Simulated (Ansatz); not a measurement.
Fields on a plane of CaO (rock salt)

```
CaO
1.0
    0.00000     2.41535     2.41535
    2.41535     0.00000     2.41535
    2.41535     2.41535     0.00000
O Ca
1 1
Direct
  0.00000   0.00000   0.00000
  0.50000   0.50000   0.50000
```

The slice is a {111} plane (indices of the conventional cell) through the point (0.500, 0.500, 0.500) (fractional), spanned by u = [100] and v = [-1 2 0] in vectors of this cell: u (3.42 Å) and v (5.92 Å, at 90° to u). It covers one period; positions are fractions (u, v).

Atoms on it: Ca at (0.00, 0.00); Ca at (0.50, 0.50).

Calculation: PBE (plane waves to 420 eV, PAW, scalar-relativistic; Ansatz, an electronic-structure program). k mesh 12×12×12. Near the nuclei the fields are pseudised (PAW); where an atom keeps semicore shells as valence, they peak there. CaO was relaxed with its symmetry unable to fall.

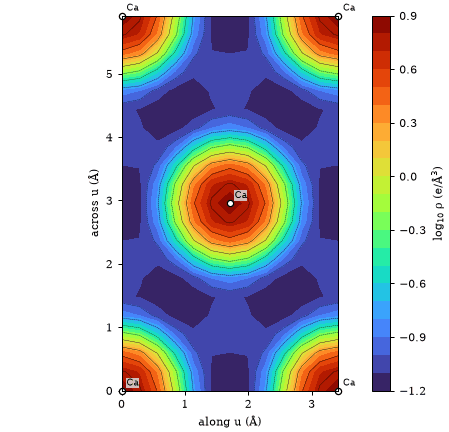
Log₁₀ of the valence density in e/Å³, one period of the plane, atoms marked. The scale is logarithmic, as a density can span decades between atoms and voids.

```
|xxxx-#%#-xxx|
|xxx +%@%+ xx|
|xx =#@@@#= x|
|-=+#%@@@%#+=|
|%%%%%%%%%%%%|
|@@%#+=-=+#%@|
|@@#= xxx =#@|
|@%+ xxxxx +%|
|%#-xxxxxxx-#|
|%#:xxxxxxx:#|
|%#-xxxxxxx-#|
|@%+ xxxxx +%|
|@@#= xxx =#@|
|@@%#+=-=+#%@|
|%%%%%%%%%%%%|
|-=+#%@@@%#+=|
|xx =#@@@#= x|
|xxx +%@%+ xx|
|xxxx-#%#-xxx|
|xxxx:#%#:xxx|
```
Scale: ten equal steps from -1.00 (start of ' ') to 7.76 (end of '@'), in the order ' .:-=+*#%@'. Values: electrostatic potential energy of an electron, from the cell's mean, in eV. The map has 12 points along u (one character each, u = 0 at the left) and 20 along v (v = 0 in the bottom row). Points within 1 Å of a nucleus are blanked (x), as the pseudised field means little there. Values under -1 eV are set to -1. The zero, the cell's mean, hangs on the PAW cores.
